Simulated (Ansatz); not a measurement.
# A computed series for MgS: response to strain

Take MgS in the rock salt structure (space group Fm-3m, No. 225; a = 5.129 Å) as the base.

Strains are applied to the cell and any free atomic positions relax.

Computed with LDA (Ansatz, a quantum-chemistry and plane-wave program), no SOC.

Notes on the quantities. energy relative to the base: free energy F.

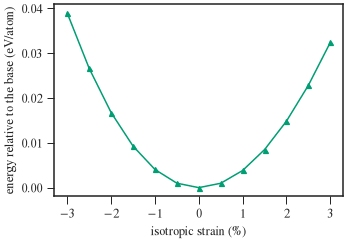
*Energy relative to the base against isotropic strain*

Task: From the plot, what is the energy relative to the base for isotropic strain +3.00 %?

Result: About 0.032 eV/atom.

Task: Is the trend monotonic over the range shown?

Result: No, it turns within the range, spanning 0 meV/atom to +39 meV/atom.

No phonon test of stability was made.
